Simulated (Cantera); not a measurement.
Charge: 1 mol SiHCl3, 0.031 mol C2H4, 88 mol H2, at 0.0440 bar.

Equilibrium computed with Cantera from the NASA thermochemical tables; the gas is ideal and each condensed phase is pure. Candidate condensed phases: C, C6H6, C7H8, C8H18, Si, SiC; 109 gas species. The tables' values for SiCl are old estimates; treat these amounts as uncertain. Gases not in the tables: Si2H6 and higher silanes. Equilibrium is a limit: real reactors are often held back by kinetics, nucleation or transport.

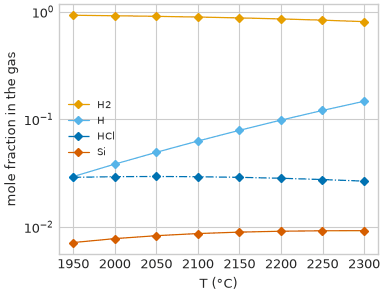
*Equilibrium gas composition (values under 1e-9 drawn at 1e-9)*

At 1950 °C the condensed part is SiC(s). From 2000 °C to 2300 °C nothing is condensed. The main Si-bearing gas is Si throughout.
